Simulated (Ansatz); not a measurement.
# A convergence test on CdCu2GeSe4 (I-42m): k mesh of the hybrid

Wanted: the cheapest k mesh of the hybrid that holds the HSE06 gap of CdCu2GeSe4 (I-42m).

Program: Ansatz 0.2.0. Level of theory: DFT, HSE06, plane waves, PAW; PAW set soft_1. Results are calculated unless marked as measured.

## 1. The starting structure

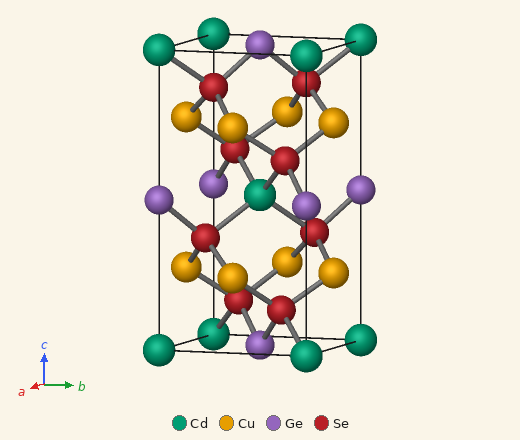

The cell as given, slightly off an axis (cadmium teal, copper orange, germanium purple, selenium red). This picture shows the conventional cell, with its axes. Bonds to atoms that aren't drawn are left out. Some periodic images of atoms are drawn too.

The cell and positions come from the Crystallography Open Database and are kept as given unless a step says otherwise.

## 2. k mesh of the hybrid: 2×2×2

input.yaml

```yaml
crystal:
  lattice:
    - [-2.8741, 2.8741, 5.52665]
    - [2.8741, -2.8741, 5.52665]
    - [2.8741, 2.8741, -5.52665]
  atoms:
    - { symbol: Cd, position: [0.0, 0.0, 0.0] }
    - { symbol: Cu, position: [0.25, 0.75, 0.5] }
    - { symbol: Cu, position: [0.75, 0.25, 0.5] }
    - { symbol: Ge, position: [0.5, 0.5, 0.0] }
    - { symbol: Se, position: [0.4042, 0.4042, 0.541] }
    - { symbol: Se, position: [0.5958, 0.1368, 0.0] }
    - { symbol: Se, position: [0.8632, 0.8632, 0.459] }
    - { symbol: Se, position: [0.1368, 0.5958, 0.0] }
kpoints:
  mp_grid: { grid: [2, 2, 2] }
  band_path:
    path:
      - [0.0, 0.0, 0.0]
      - [0.0, 0.0, 0.5]
      - [0.25, 0.25, 0.25]
      - [0.0, 0.5, 0.0]
      - [0.5, 0.5, -0.5]
      - [0.31761139, 0.68238861, -0.31761139]
      - [-0.31761139, 0.31761139, 0.31761139]
      - [-0.13522277, 0.13522277, 0.5]
    npoints: 1
hamiltonian:
  xc: hse06
  pseudopotentials: { kind: paw, azcp: { folder: soft_1 } }
scf:
  occupations: { method: fixed }
  n_extra_bands: 6
output:
  eigenvalues: true
```

The run is started by

```bash
ansatz run input.yaml --threads 24 --pin off --max-ram 82944MiB --backend cuda --events-out ev --progress --plain --runs-dir out --devices 1 --max-vram 78GiB
```

Numbers of over 12 decimals in the logs are rounded to 6 here.

Log:

```text
scf.n_extra_bands = 6 over 68 filled bands (N_el = 136.0): the run solves 74 bands
exact exchange: scf.exx.singularity resolves to wigner_seitz, which cuts the screened interaction at the faces of the exchange supercell's Wigner-Seitz cell, so that each pair interacts once, at the shortest of its separations (the periodic images that this leaves out come, for a point-like exchange hole, to about 0.001 eV on a filled level). The cut falls within the interaction's reach, and what an exchange supercel [...]
GPUs: using 1 of 1 available (devices: 1).
Engine: ansatz 0.2.0, aarch64-unknown-linux-gnu
Pseudopotentials: kind: paw
Pseudopotential: Cd, paw, valence charge 20, recommended cutoff 420 eV (normal), soft_1/Cd.paw.azcp
Pseudopotential: Cu, paw, valence charge 19, recommended cutoff 420 eV (normal), soft_1/Cu.paw.azcp
Pseudopotential: Ge, paw, valence charge 14, recommended cutoff 420 eV (normal), soft_1/Ge.paw.azcp
Pseudopotential: Se, paw, valence charge 16, recommended cutoff 420 eV (normal), soft_1/Se.paw.azcp
Functional definition: HSE06
  parameter a = 0.25
  parameter omega = 0.11/bohr
  exchange = pbe_x - a*pbe_x_sr(omega) + a*exact_x_sr(omega)
  correlation = pbe_c
davidson cushion auto → on  (no smearing: the cushion is to keep the highest requested band from converging to the state above it; pin scf.eigensolver.cushion to override)
[...]
Crystal: 8 atoms, lattice volume = 182.610 Å³
Basis set: ecut = 420 eV, 3635 PW (Γ)
Bands: 74, of which v1, the nominal top of the filled ones, is band 68 counted from 1 (67 counted from 0)
Symmetry: 8 space group operations
Space group: I-42m (ITA 121), of the structure as read, at distance tolerance 5.7e-5 Å
k-points: 4 of 8
Non-local potential: Cd, projectors of the file, l = 0: 3, l = 1: 2, l = 2: 2, l = 3: 1
Non-local potential: Cu, projectors of the file, l = 0: 3, l = 1: 2, l = 2: 3, l = 3: 1
Non-local potential: Ge, projectors of the file, l = 0: 2, l = 1: 2, l = 2: 3, l = 3: 1
Non-local potential: Se, projectors of the file, l = 0: 2, l = 1: 2, l = 2: 3, l = 3: 1
PAW form: soft (Blöchl's): semilocal exchange-correlation on the pseudo side does not see the compensation charge
PAW frozen core: Cd, regenerated for the run's functional, and the local potential with it (the file was generated under x = pbe(κ = 0.804, μ = 0.219515), c = pbe(β = 0.066725))
PAW frozen core: Cu, regenerated for the run's functional, and the local potential with it (the file was generated under x = pbe(κ = 0.804, μ = 0.219515), c = pbe(β = 0.066725))
PAW frozen core: Ge, regenerated for the run's functional, and the local potential with it (the file was generated under x = pbe(κ = 0.804, μ = 0.219515), c = pbe(β = 0.066725))
PAW frozen core: Se, regenerated for the run's functional, and the local potential with it (the file was generated under x = pbe(κ = 0.804, μ = 0.219515), c = pbe(β = 0.066725))
PAW one-centre angular grid: Cd, 590 points (default); XC on 64 Gauss nodes
PAW one-centre angular grid: Cu, 590 points (default); XC on 64 Gauss nodes
PAW one-centre angular grid: Ge, 590 points (default); XC on 64 Gauss nodes
[...]
Initial density: superposition of atomic densities (chi_scale 0.1, normalization cell, long waves kept (reshape's long-wave potential 0.02 eV rms))
[...]
hybrid outer 1: dexx = +1.301e-1 eV, tail = 1.78e-3 eV
[...]
SCF iter   5: F=-47687.958915 eV  HF=-47687.958915 eV  |F-HF|=1.43e-8  |Δ(HF+E_count)|=   1.61e-7  Δρ=2.98e-6  dr2=1.63e-8  ethr=3.30e-10  ⟨swp⟩=3.0  Hψ=794  notcnv=0
SCF 3 converged in 5 iterations: F = -47687.958915 eV  dr2 = 1.63e-8
[...]
hybrid outer 2: dexx = +1.188e-5 eV, tail = 4.22e-7 eV, Δε = 1.28e-2 eV (about 3.93e-4 eV left of the loop's levels)
the search or the solves at the SCF's close seem to have found levels that the self-consistency loop had missed (the run counts 1). By its estimate they hold under 1e-12 electrons; where the run keeps them, the occupations were computed again with them
[...]
NSCF: frozen V_eff on 8 k-points
hybrid SCF converged: 2 outer / 13 inner (+26 warm-up), last move |dexx| = 1.19e-5 eV, tail = 4.22e-7 eV
Stability not checked: this state was not tested for a lower state beside it, because the functional holds exact exchange (a hybrid, or Hartree-Fock), whose exchange loop this test does not read (fock_operator; see scf.lower_state_search)
Free energy (F): -47687.958915 eV
Frozen-core exchange: fock
Harris-Foulkes:  -47687.958915 eV  (|F-HF|=1.43e-8)
Internal energy: -47687.958915 eV  (E = F + TS)
E sigma→0 (E₀):  -47687.958915 eV
Fermi energy:    8.058653 eV
--- Per-component energies (eV) ---
  E_band       = -3567.025318
  E_kinetic    = 1495.486239
  E_local      = -28577.298393  (includes V_loc(G=0)·N_el)
  E_nonlocal   = 737.513766
  E_hartree    = 13576.561147
  E_xc         = -567.152236
  E_vxc        = -637.353077  (∫ρ·V_xc dr)
  E_exx        = -635.134484  (= α·E_x^exact, valence–valence)
  E_paw        = -17796.550595  (= ΣΔE_a)
  E_vpaw       = -2468.216684  (= ΣTr[D̂ρ^β])
  E_aug_tail   = 0.000863  (compensation charges beyond the density's cutoff)
  E_ewald      = -15915.683427
  E_core_change = -5.701794  (= ΣΔE_core)
  E_smearing   = -0.000000  (= −TS)
  E_closure    = 0.000000  (closes the sum)
  Σ components = -47687.958915   (vs F -47687.958915, Δ=7.28e-12)
--- Band table (eV) ---
  k-point 0: bands = ["-108.7622", "-108.7622", "-99.6295", "-64.6201", "-64.6201", "-64.6198", "-64.6198", "-64.5801", "-64.5800", "-59.3835", "-59.3357", "-59.3357", "-43.4617", "-43.4615", "-43.4614", "-43.4614", "-43.4260", "-43.4260", "-43.4258", "-43.4258", "-43.4045", "-43.4044", "-43.4044", "-43.4044", "-43.2988", "-43.2987", "-43.2987", "-43.2987", "-43.2985", "-43.2984", "-43.2984", "-43.2984", "-20.5533",  [...]
  k-point 1: bands = ["-108.7622", "-108.7622", "-99.6294", "-64.6202", "-64.6202", "-64.6198", "-64.6197", "-64.5801", "-64.5801", "-59.3835", "-59.3358", "-59.3357", "-43.4616", "-43.4615", "-43.4614", "-43.4614", "-43.4260", "-43.4259", "-43.4258", "-43.4258", "-43.4044", "-43.4044", "-43.4044", "-43.4044", "-43.2987", "-43.2987", "-43.2987", "-43.2987", "-43.2985", "-43.2985", "-43.2984", "-43.2984", "-20.5534",  [...]
  k-point 2: bands = ["-108.7622", "-108.7622", "-99.6294", "-64.6200", "-64.6200", "-64.6200", "-64.6199", "-64.5801", "-64.5801", "-59.3835", "-59.3357", "-59.3357", "-43.4616", "-43.4615", "-43.4614", "-43.4614", "-43.4260", "-43.4260", "-43.4258", "-43.4258", "-43.4045", "-43.4044", "-43.4044", "-43.4044", "-43.2987", "-43.2987", "-43.2987", "-43.2987", "-43.2985", "-43.2985", "-43.2984", "-43.2984", "-20.5533",  [...]
  k-point 3: bands = ["-108.7622", "-108.7621", "-99.6294", "-64.6201", "-64.6201", "-64.6199", "-64.6199", "-64.5801", "-64.5800", "-59.3835", "-59.3357", "-59.3357", "-43.4617", "-43.4614", "-43.4614", "-43.4614", "-43.4261", "-43.4259", "-43.4258", "-43.4258", "-43.4045", "-43.4044", "-43.4044", "-43.4044", "-43.2988", "-43.2988", "-43.2986", "-43.2986", "-43.2985", "-43.2984", "-43.2984", "-43.2984", "-20.5533",  [...]
```

The job ended after 4.7 s (1 × NVIDIA GB200 (shared by 2 runs) with 24 threads of Arm Neoverse V2, shared host; peak memory 1.4 GiB).

This step gave:

```yaml
gap: 1.014 eV
valence_top_at: Γ
conduction_bottom_at: Γ
least_direct_gap: 1.014 eV
exact_exchange_fraction: 0.25
```

The gap is direct, at Γ.

## 3. k mesh of the hybrid: 4×4×4

input.yaml, as its differences from that of step 2:

```diff
@@ -15,3 +15,3 @@
 kpoints:
-  mp_grid: { grid: [2, 2, 2] }
+  mp_grid: { grid: [4, 4, 4] }
   band_path:
```

Log:

```text
[...]
GPUs: using 1 of 1 available (devices: 1).
[...]
Crystal: 8 atoms, lattice volume = 182.610 Å³
Basis set: ecut = 420 eV, 3635 PW (Γ)
Bands: 74, of which v1, the nominal top of the filled ones, is band 68 counted from 1 (67 counted from 0)
[... 1 set-up line as in the run before ...]
[...]
k-points: 13 of 64 (time reversal used)
[...]
hybrid outer 1: dexx = +7.129e-2 eV, tail = 9.51e-4 eV
[...]
SCF 3 converged in 5 iterations: F = -47688.151737 eV  dr2 = 2.05e-8
[...]
NSCF: frozen V_eff on 8 k-points
[...]
Free energy (F): -47688.151735 eV
Frozen-core exchange: fock
[...]
Internal energy: -47688.151735 eV  (E = F + TS)
E sigma→0 (E₀):  -47688.151735 eV
Fermi energy:    8.064014 eV
[...]
--- Band table (eV; the first three rows and the last of 13) ---
[...]
```

Run time: 11 s. Hardware: 1 × NVIDIA GB200 (shared by 2 runs) with 24 threads; peak memory 1.9 GiB.

This step gave:

```
gap                  : 0.9650 eV
valence top at       : Γ
conduction bottom at : Γ
least direct gap     : 0.9650 eV
```

The gap is 0.965 eV, −0.049 eV from the run before at this level.

## 4. The series

Differences are against the last row; a negative gap means that bands overlap, and a run with a band path holds that path's time. Times are wall times on 1 × NVIDIA GB200 (shared by 2 runs) with 24 threads of Arm Neoverse V2, shared host, good to a factor of about two.

```csv
k mesh of the hybrid,gap (eV),direct gap (eV),gap error (eV),energy error (meV/atom),irreducible k,time
2×2×2,1.014,1.014,+0.049,+24.1,4,4.7 s
4×4×4,0.965,0.965,+0.000,+0.0,13,11 s
```

## 5. Outcome

| Item | Value |
| --- | --- |
| 2×2×2 | 1.014 eV |
| 4×4×4 | 0.965 eV |

What this shows: The gap holds to 0.02 eV from 4×4×4 on, the last run itself, so the series does not show convergence. At 2×2×2 the gap is off by +0.049 eV and the energy by +24 meV/atom. The gap is read over the mesh and added points near the edges, so meshes differ mainly through the density and, for a hybrid, the exchange operator. The runs have no spin polarisation. For a closed low-spin shell that is the natural state; where a d or f shell is open it is a constraint, and the gap is then not the crystal's own.

[Paths, hosts, dates, memory and timing lines, banners, echoed tables and standing remarks are left out of the program output.]

[Logs are printed without paths, hosts, clocks, repeated set-up lines and the standing remarks that a program may print on its own settings, such as how far it seeks lower states.]

[Runs of the session that timed out or met a known fault of the program may be left out.]

[Cells called generated may have been cut or substituted from an entry of the Crystallography Open Database or the Materials Project.]

[Hosts, paths, dates, database ids (printed as entryN), source tags and the programs' standing remarks are cut or masked in the printed files.]
